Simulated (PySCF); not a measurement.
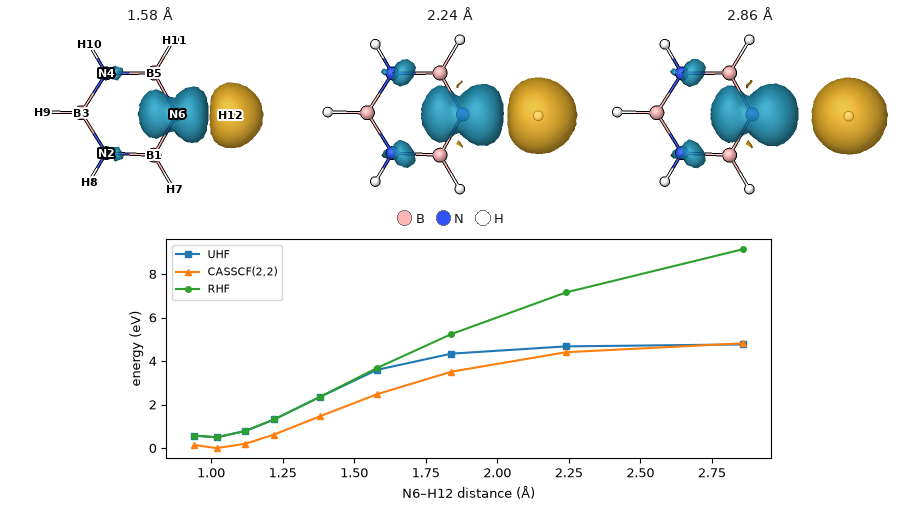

B₃H₆N₃, SMILES `B1NBNBN1`. Rigid stretch of the N6–H12 bond. Broken-symmetry UHF spin density at ±0.03 e/Å³ (yellow: α, teal: β). Below: energies along the scan, from the lowest point of the three curves.

Level of theory: 6-31G* basis (PySCF), at a geometry from GFN2-xTB. No frequency check shows the geometry to be a minimum.

Input script:

```python
import numpy as np
from pyscf import gto, scf, mcscf

mol = gto.M(atom='''
B      1.38608    -0.38486     0.00000
N      0.34877    -1.35014     0.00000
B     -1.02635    -1.00794     0.00000
N     -1.34364     0.37303     0.00000
B     -0.35974     1.39281     0.00000
N      0.99488     0.97711     0.00000
H      2.51848    -0.69931     0.00000
H      0.60100    -2.32646     0.00000
H     -1.86485    -1.83142     0.00000
H     -2.31527     0.64275     0.00000
H     -0.65362     2.53072     0.00000
H      1.71427     1.68371     0.00000
''', basis='6-31g*', charge=0, spin=0, verbose=4)
# stretch the bond between atoms 6 and 12, from long to short, fragments rigid
a, b, move = 5, 11, [11]
xyz = mol.atom_coords(unit='Angstrom')
u = xyz[b] - xyz[a]
r0 = np.linalg.norm(u)
rows, last, dm_u = [], None, None
for r in [2.86, 2.24, 1.84, 1.58, 1.38, 1.22, 1.12, 1.02, 0.94]:
    new = xyz.copy()
    new[move] += u / r0 * (r - r0)
    m = mol.set_geom_(new, unit='Angstrom', inplace=False)
    rhf = scf.RHF(m).density_fit(auxbasis='def2-universal-jkfit').run()
    uhf = scf.UHF(m).density_fit(auxbasis='def2-universal-jkfit').newton()
    if dm_u is None:
        c = rhf.mo_coeff
        h = m.nelectron // 2 - 1
        ca, cb = c.copy(), c.copy()
        ca[:, h], cb[:, h] = (c[:, h] + c[:, h + 1]) / 2**.5, (c[:, h] - c[:, h + 1]) / 2**.5
        dm_u = np.array([x[:, :h + 1] @ x[:, :h + 1].T for x in (ca, cb)])
    uhf.kernel(dm0=dm_u)
    for _ in range(3):
        c, _, stable, _ = uhf.stability(return_status=True)
        if stable:
            break
        uhf.kernel(c, uhf.mo_occ)
    dm_u = uhf.make_rdm1()
    mc = mcscf.CASSCF(rhf, 2, 2)
    mc.natorb = True
    mc.fix_spin_(ss=0)
    guess = mcscf.addons.make_natural_orbitals(uhf)[1] if last is None else mcscf.project_init_guess(mc, last.mo_coeff, last.mol)
    mc.kernel(guess)
    last = mc
    act = slice(mc.ncore, mc.ncore + mc.ncas)
    print('r %.3f  RHF %.6f  UHF %.6f  <S^2> %.3f  CASSCF %.6f  occupations' % (r, rhf.e_tot, uhf.e_tot, uhf.spin_square()[0], mc.e_tot), mc.mo_occ[act].round(4))
    rows.append((new, rhf.e_tot, uhf.e_tot, uhf.spin_square()[0], mc.e_tot, mc.mo_occ[act], mc.mo_coeff[:, act], dm_u[0] - dm_u[1], rhf.converged and uhf.converged and mc.converged))
    np.savez('result.npz', **{k: [row[i] for row in rows] for i, k in enumerate('xyz rhf uhf s2 cas occ c spin ok'.split())})
```

Launched as:

```sh
OMP_NUM_THREADS=1 python input.py
```

The run took 96 s on 1 thread of AMD EPYC 9R45 96-Core Processor (Zen 5), with other jobs on the host, peak memory 0.27 GiB.

**How does the broken-symmetry solution share the spin, and how far is it from a pure singlet?**

At 2.86 Å excess α spin lies mostly on H12 and excess β on N6; the two could be swapped at no cost. ⟨S²⟩ is 0.27 at 1.58 Å, 0.93 at 2.24 Å and 1.00 at 2.86 Å, against 0 for a pure singlet and 1 for an equal mix of singlet and triplet.

**Where does the UHF solution part from RHF?**

Between 1.38 Å (⟨S²⟩ = 0, the two coincide) and 1.58 Å (⟨S²⟩ = 0.27); at 2.86 Å ⟨S²⟩ is 1.00 and UHF lies 4.4 eV below RHF.

**How much energy does the stretch cost?**

By CASSCF, 4.8 eV from the lowest point of the scan (1.02 Å) to 2.86 Å; RHF gives 8.6 eV from its own lowest point. The fragments aren't relaxed and dynamic correlation is missing, so this isn't a bond dissociation energy.
